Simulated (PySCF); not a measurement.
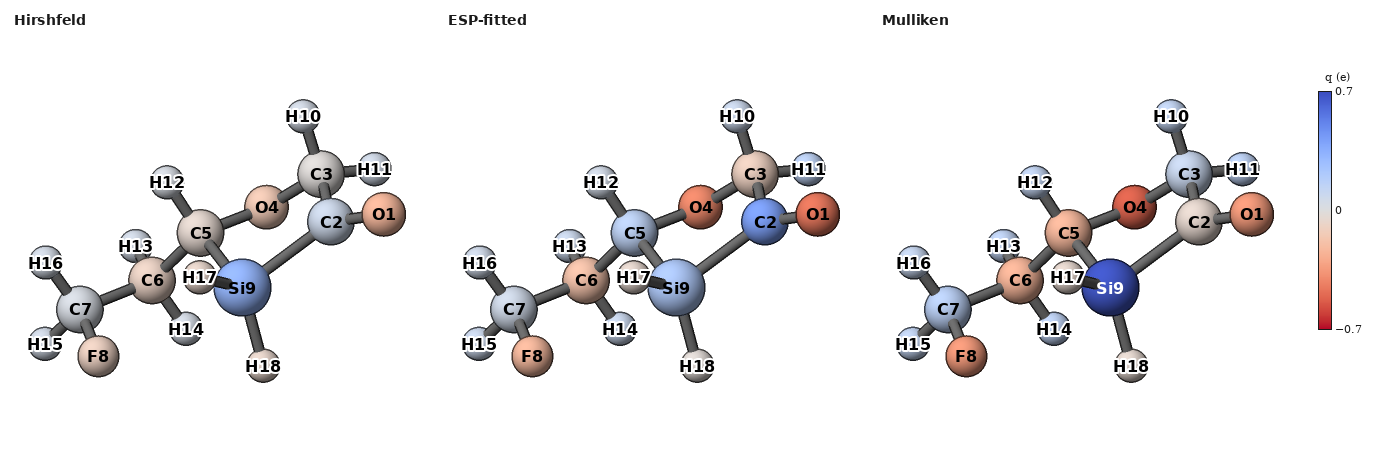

Atomic charges of one calculation by 3 schemes, on one colour scale. Computed geometry: GFN2-xTB optimisation. No frequency run is at hand to confirm it as a minimum. Computed with PBE0/pcSseg-1 (PySCF 2.14.0).

> Which scheme gives the most polar picture (largest mean size of the charges)?

The Mulliken charges are the largest in size here, and the Hirshfeld charges the smallest.

> On which atom do the schemes disagree most?

On C2 (from −0.05 to 0.40 e); Si9 (from 0.20 to 0.65 e).

List the charges (e), one line for each set of equivalent atoms.

```json
{"atom": "O1", "Hirshfeld": "−0.23", "ESP-fitted": "−0.45", "Mulliken": "−0.34"}
{"atom": "C2", "Hirshfeld": "0.07", "ESP-fitted": "0.40", "Mulliken": "−0.05"}
{"atom": "C3", "Hirshfeld": "−0.01", "ESP-fitted": "−0.10", "Mulliken": "0.09"}
{"atom": "O4", "Hirshfeld": "−0.14", "ESP-fitted": "−0.40", "Mulliken": "−0.51"}
{"atom": "C5", "Hirshfeld": "−0.05", "ESP-fitted": "0.15", "Mulliken": "−0.23"}
{"atom": "C6", "Hirshfeld": "−0.08", "ESP-fitted": "−0.18", "Mulliken": "−0.24"}
{"atom": "C7", "Hirshfeld": "0.03", "ESP-fitted": "0.06", "Mulliken": "0.16"}
{"atom": "F8", "Hirshfeld": "−0.10", "ESP-fitted": "−0.22", "Mulliken": "−0.34"}
{"atom": "Si9", "Hirshfeld": "0.31", "ESP-fitted": "0.20", "Mulliken": "0.65"}
{"atom": "H10", "Hirshfeld": "0.04", "ESP-fitted": "0.09", "Mulliken": "0.12"}
{"atom": "H11", "Hirshfeld": "0.06", "ESP-fitted": "0.14", "Mulliken": "0.15"}
{"atom": "H12", "Hirshfeld": "0.03", "ESP-fitted": "0.05", "Mulliken": "0.13"}
{"atom": "H13", "Hirshfeld": "0.05", "ESP-fitted": "0.08", "Mulliken": "0.13"}
{"atom": "H14", "Hirshfeld": "0.04", "ESP-fitted": "0.09", "Mulliken": "0.14"}
{"atom": "H15", "Hirshfeld": "0.05", "ESP-fitted": "0.09", "Mulliken": "0.12"}
{"atom": "H16", "Hirshfeld": "0.05", "ESP-fitted": "0.06", "Mulliken": "0.11"}
{"atom": "H17", "Hirshfeld": "−0.06", "ESP-fitted": "−0.05", "Mulliken": "−0.05"}
{"atom": "H18", "Hirshfeld": "−0.06", "ESP-fitted": "−0.02", "Mulliken": "−0.05"}
```

The geometry is semi-empirical. Around Si such bond lengths and angles can be off by a tenth of an ångström or more and by several degrees, and values that hang on the shape move with them.
